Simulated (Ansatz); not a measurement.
## Electronic structure of H$_{5}$OPSi in real space

Input file:

```
crystal:
  periodic: [false, false, false]
  atoms:
    - { symbol: O, position_ang: [-1.0514, 0.4096, -1.4935] }
    - { symbol: P, position_ang: [-0.3424, 1.1656, -0.2643] }
    - { symbol: Si, position_ang: [0.4805, -0.6007, 0.8049] }
    - { symbol: H, position_ang: [-1.9844, 0.3451, -1.3234] }
    - { symbol: H, position_ang: [0.8581, 1.5323, -0.9442] }
    - { symbol: H, position_ang: [1.3914, -0.1024, 1.9121] }
    - { symbol: H, position_ang: [1.3189, -1.4388, -0.1228] }
    - { symbol: H, position_ang: [-0.5787, -1.3679, 1.3753] }
basis:
  gaussian: { orbitals: def2-SVP }
hamiltonian:
  xc: { name: BHLYP }
  dispersion: d4
relax:
  f_tol: 0.02
  max_steps: 50
output:
  orbitals: {}
```

Launched as:

```sh
ansatz run input.yaml --threads 1 --pin off --max-ram 2048MiB --backend cpu --events-out ev --progress --plain --runs-dir out
```

The fields are those of the run's last geometry, not of the input's.

Method: RKS BHLYP-D4/def2-SVP in Ansatz.

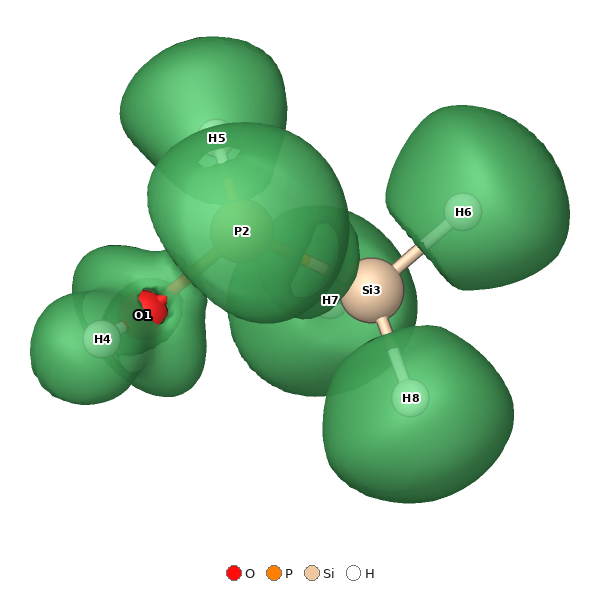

Figure 1. Isosurface of the electron localisation function at 0.75 (green), seen at a tilt. Core shells and regions of very low density are left out.

**Where are the electrons localised?**

The surface consists of three regions around hydrogen nuclei, one joined region spread over several atoms (H, O), in which their bonds and any lone pairs are merged and one joined region spread over several atoms (H, P), in which their bonds and any lone pairs are merged.


P–O (1.67 Å): the ELF peaks at about 0.85 between the atoms (a shared but strongly polarised pair). Si–P (2.27 Å): the ELF peaks at about 1 between the atoms; localised, covalent bonding.

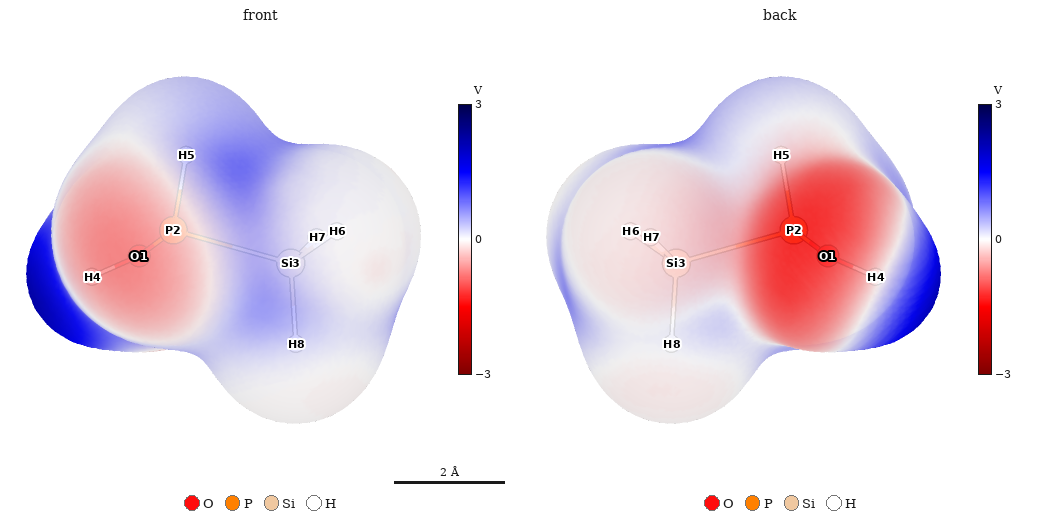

Figure 2. The electrostatic potential painted on the density surface at 0.001 e/bohr³, seen from the front and from behind; the colour scale runs from red (negative) to blue (positive).

**Which sites attract a positive test charge, and which a negative one?**

A positive charge is drawn to the negative regions and a negative charge to the positive ones. The most negative region (about −1.3 V, or −30 kcal/mol for a unit charge) lies over O1, the most positive (about +2.1 V, or +48 kcal/mol for a unit charge) over H4. O1 is the likeliest acceptor of a hydrogen bond.

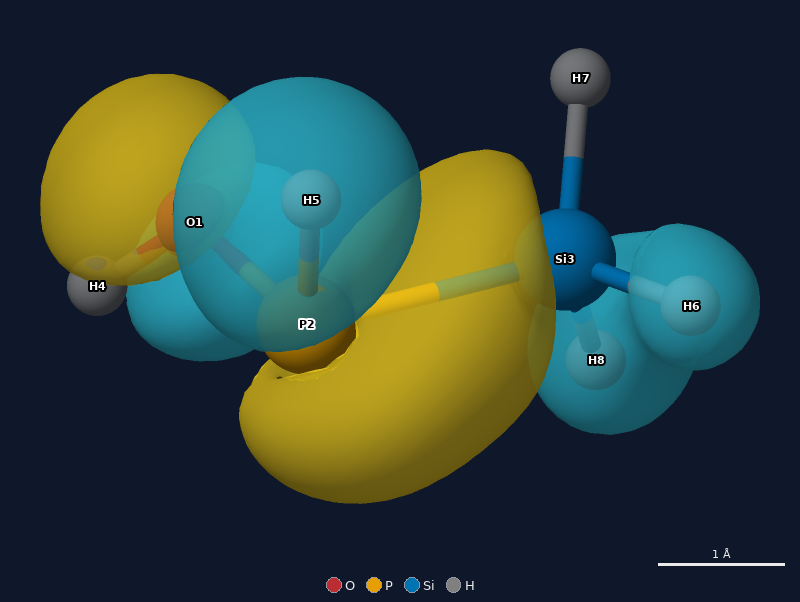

Figure 3. The HOMO−1 at ±0.1 Å⁻³ᐟ² (yellow and cyan are the two phases), seen from one side.

**Where does this orbital lie, and at what energy?**

By Hirshfeld shares it lies mainly on O1 (about 30 %), P2 (about 30 %), Si3 (about 15 %) and H5 (about 15 %). Its energy is −9.50 eV.

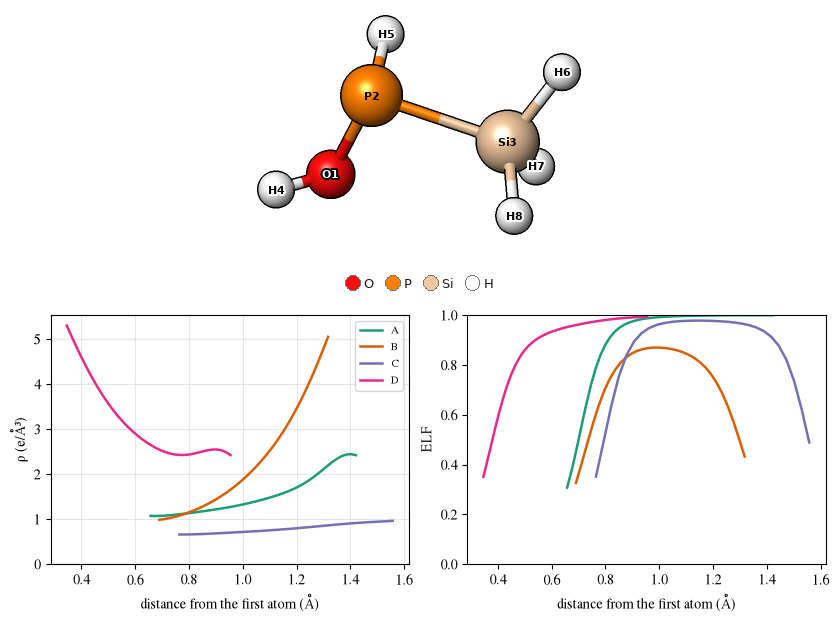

Figure 4. Electron density and ELF along straight lines between neighbouring atoms. The curves leave out the atomic cores. The structure is drawn too.

**Which curve belongs to which contact (O–H, P–H, P–O and Si–P)? The first atom named is at distance zero.**

Curve A: P–H (1.42 Å): ρ at the midpoint is about 1.1 e/Å³; the ELF climbs to about 1 towards the hydrogen, as it does in any bond to H. Curve B: P–O (1.67 Å): ρ at the midpoint is about 1.2 e/Å³; the ELF peaks at about 0.85 between the atoms; a polar covalent bond. Curve C: Si–P (2.27 Å): ρ is about 0.76 e/Å³ halfway, with its minimum of 0.66 e/Å³ about 0.8 Å from Si; the ELF peaks at about 1 between the atoms; localised, covalent bonding. Curve D: O–H (0.95 Å): ρ at the midpoint is about 3.8 e/Å³; the ELF climbs to about 1 towards the hydrogen; an ordinary covalent bond to hydrogen.
